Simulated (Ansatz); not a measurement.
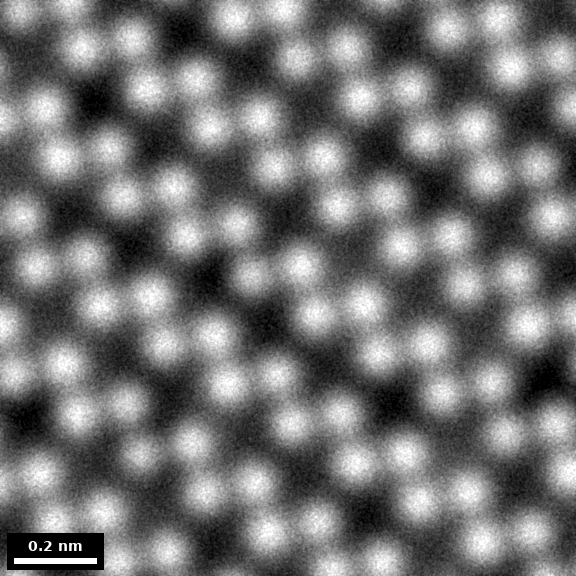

HAADF-like image of Ti (P6_3/mmc, No. 194). Simulated incoherent Z contrast: every atom adds Z^1.7 spread by a probe of 0.88 Å full width; channelling and multiple scattering are left out. The probe carries 15 % of its weight in a tail 2.5 times as wide. The display is stretched by a gamma of 0.8; percentages refer to the linear signal. Shot noise and the speckle of an amorphous layer were added. Atomic positions: the geometry relaxed at fixed volume with Ansatz, DFT r2SCAN, scalar-relativistic, plane waves, PAW.

```cif
data_structure
_symmetry_space_group_name_H-M 'P 1'
_symmetry_Int_Tables_number 1
_cell_length_a 2.9350
_cell_length_b 2.9350
_cell_length_c 4.6416
_cell_angle_alpha 90.000
_cell_angle_beta 90.000
_cell_angle_gamma 120.000
_cell_volume 34.63
loop_
_atom_site_label
_atom_site_type_symbol
_atom_site_fract_x
_atom_site_fract_y
_atom_site_fract_z
_atom_site_occupancy
Ti1 Ti 0.33333 0.66667 0.75000 1
Ti2 Ti 0.66667 0.33333 0.25000 1
```

> Along which zone axis is the crystal seen: [001], [310], [211] or [201]? (Directions equivalent by symmetry count as one.)

[201]. The projected cells are 2.93 × 2.93 Å, 120° for [001]; 0.96 × 4.64 Å, 90° for [310]; 2.26 × 2.26 Å, 99° for [211]; 1.82 × 2.70 Å, 110° for [201], and the image repeats as the [201] one does.
